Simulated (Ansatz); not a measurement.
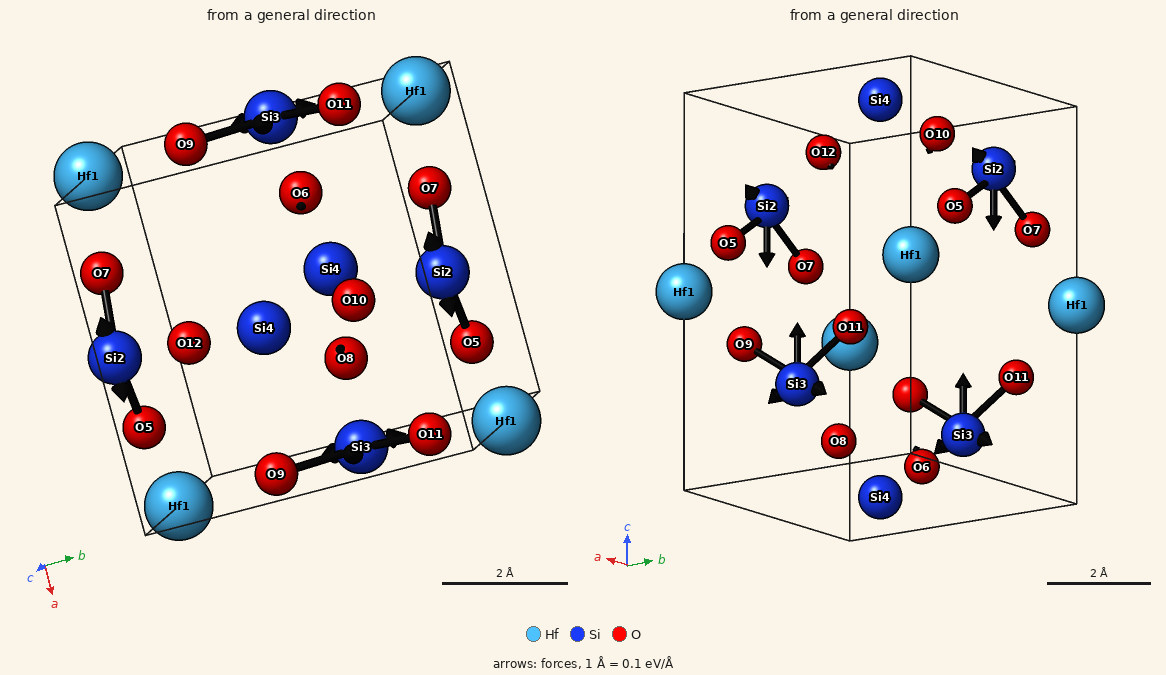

Drawn in the spheres-only manner and seen from two general directions. One simulation cell is framed, with atoms on its boundary repeated. The arrows are the computed forces on the atoms.

System: HfSi₃O₈. All computed values are from Ansatz, DFT r2SCAN, scalar-relativistic, plane waves, PAW. Settings: plane-wave cutoff 500 eV, the zone sampled with 4×4×4 points, Gaussian smearing of 0.02 eV, no spin polarisation.

> Has this structure been optimised to equilibrium?

No. The atoms still feel forces of up to about 0.21 eV/Å, far above a usual threshold of 0.01 to 0.03 eV/Å.

> Which atom feels the largest force?

O5, O7, O9 and O11, about 0.21 eV/Å.

Starting structure: a structure type filled with these elements by a generator (whether the compound takes this form wasn't checked). Earlier steps of the study, as a rule a relaxation of our own, may have changed the cell and positions, so they can lie some per cent off the listed ones. Ansatz was used for an electronic-structure calculation on it.
